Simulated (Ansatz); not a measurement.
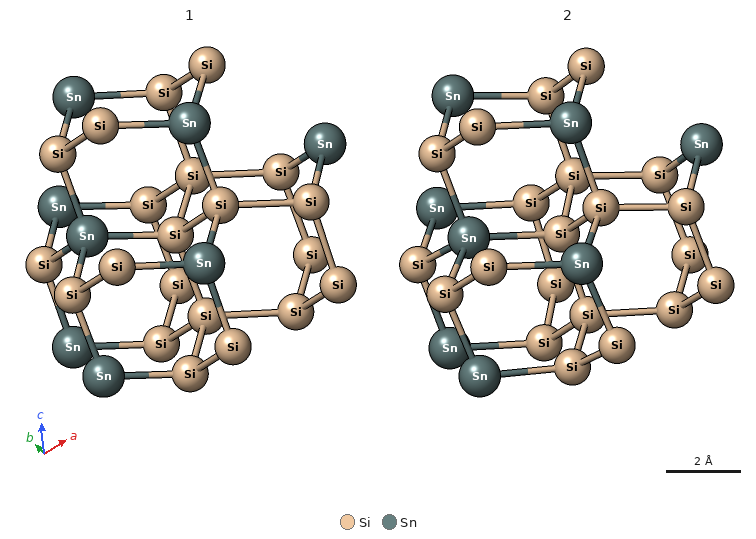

Two geometries of solid Si₉₆Sn₃₂ (a generated structure, set up in P1), drawn at one scale. One is the start of a relaxation, the other its converged end. A ball-and-stick model of the atoms within 5.0 Å of the atom that moves most (axes of the cell of the calculation), seen slightly off an axis.

These are results of DFT, PBEsol, PAW, plane waves (Ansatz), not measurements. Settings: plane-wave cutoff 420 eV; k-point mesh 1 × 1 × 1; mesh shifted by (0.5, 0.5, 0.5); no spin polarisation; cell relaxed at fixed shape; force threshold 0.03 eV/Å; at most 80 steps.

Question: Which geometry has the lower energy?

Answer: Structure 2 is the relaxed one. A Si atom moves most relative to the cell: 0.27 Å along [3 0 −1]. Largest moves by element: Si 0.27 Å, Sn 0.24 Å. The volume changes by −0.3 %, with a = b = c 16.149 → 16.133 Å (−0.1 %). Among the contacts that change: Si–Si 2.529 → 2.332 Å, Si–Sn 2.405 → 2.598 Å, Si–Si 2.511 → 2.326 Å, Si–Sn 2.440 → 2.611 Å. Bond angles that change, for instance: Si–Sn–Si 107.4° → 117.4°, Si–Si–Sn 110.4° → 104.0°, Si–Sn–Si 110.3° → 104.5°. The space group stays P1 (No. 1). After 6 geometry steps the energy has fallen by 107 meV per atom. The largest force component goes from 2.6 to 0.019 eV/Å. The pressure goes from 1.32 to 0.00 GPa.
